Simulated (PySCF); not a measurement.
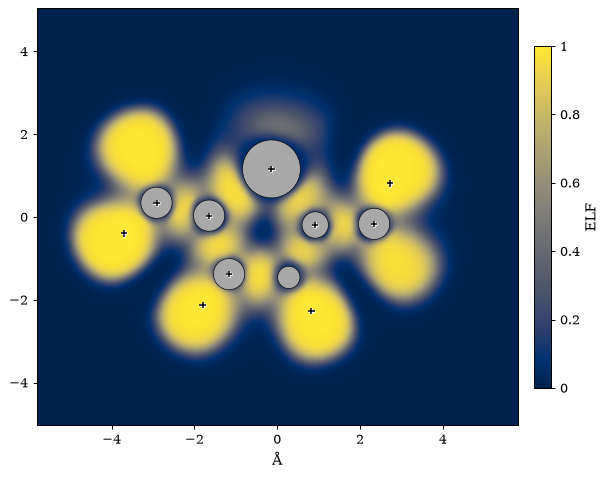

The electron localisation function on a plane through atoms (crosses mark nuclei in the plane; grey discs cover the cores).

Theory: PySCF, PBE0/pcSseg-1, SCF density, gas phase, non-relativistic.

Candidates:
A. C4H9FOSi
B. C3H8O2Si2 (SMILES O=C(O)[SiH]1C[SiH2]C1)
C. C6H11F2NSi

> Which system is this?

Candidate C: C6H11F2NSi on the plane of atoms C2, Si3 and N4, which holds C, Si, N and H. C–C (1.32 Å): the ELF peaks at about 0.95 between the atoms (a multiple bond). C–N (1.44 Å): the ELF peaks at about 0.95 between the atoms (a covalent bond).
